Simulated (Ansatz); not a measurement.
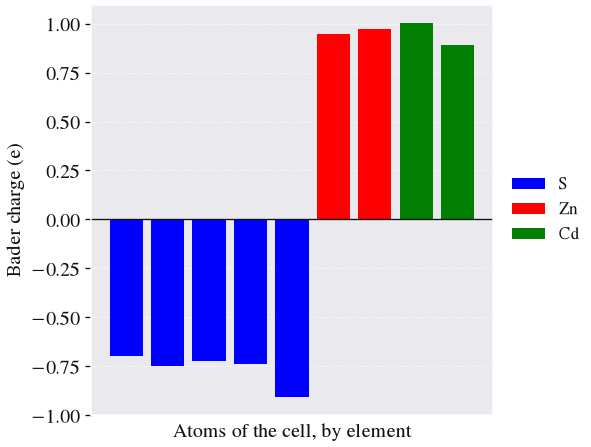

Source: calculation with Ansatz.

Bader charges of the atoms (positive: electrons lost).

Input of the run:

```
crystal:
  lattice:
    - [3.84626, 0.0, 0.0]
    - [-1.92313, 3.330961, 0.0]
    - [-1.92313, 1.11032, 15.408347]
  atoms:
    - { symbol: S, position: [0.607, 0.393, 0.821] }
    - { symbol: S, position: [0.469, 0.531, 0.407] }
    - { symbol: S, position: [0.744, 0.256, 0.232] }
    - { symbol: S, position: [0.005, 0.995, 0.015] }
    - { symbol: S, position: [0.868, 0.132, 0.604] }
    - { symbol: Cd, position: [0.106, 0.894, 0.318] }
    - { symbol: Cd, position: [0.921, 0.079, 0.763] }
    - { symbol: Zn, position: [0.691, 0.309, 0.073] }
    - { symbol: Zn, position: [0.521, 0.479, 0.563] }
  symmetry: { tolerance: 0.0003 }
kpoints:
  mp_grid: { grid: [8, 8, 8], shift: [0, 0, 0] }
  band_path:
    path:
      - [0.0, 0.0, 0.0]
      - [0.0, 0.0, -0.5]
      - [-0.32987161, -0.32987161, -0.5]
      - [-0.32987161, -0.34025679, -0.17012839]
      - [-0.5, 0.0, 0.0]
      - [0.0, 0.0, 0.0]
      - [-0.3350642, -0.3350642, 0.0]
      - [-0.32987161, -0.3350642, -0.3350642]
      - [0.0, -0.5, -0.5]
      - [0.0, 0.0, 0.0]
    npoints: 6
magnetization:
  spin_polarized: false
scf:
  occupations: { method: fermi_dirac }
  lower_state_search: "off"
  max_iter: 200
hamiltonian:
  pseudopotentials: { kind: paw }
  xc: r2scan
basis:
  ecutwfc: 500
  fft_grid_basis: typed
output:
  forces: true
  stress: true
  eigenvalues: true
  bader: true
  populations: true
  elf: true
  write_potential: true
  volumetric_format: npy
  dos:
    e_range: [-12, 8]
    de: 0.05
    projected: { site_lists: { Cd: [Cd], S: [S], Zn: [Zn] } }
checkpoint:
  read: saved_state
```

What are the charges by element?

Answer. The Bader charges are Zn +0.96 e, Cd from +0.89 to +1.00 e and S from −0.91 to −0.70 e. Summed over the cell, Zn gives up most (1.9 e) and S takes most (3.8 e).

Are all S atoms alike?

Answer. The charges of the S atoms differ by up to 0.21 e, so they sit on unlike sites.

The structure was built from a prototype or by substitution, so it need not be a known phase. The atoms aren't at rest in this cell (largest force 1.3 eV/Å), so the relaxed material can differ.
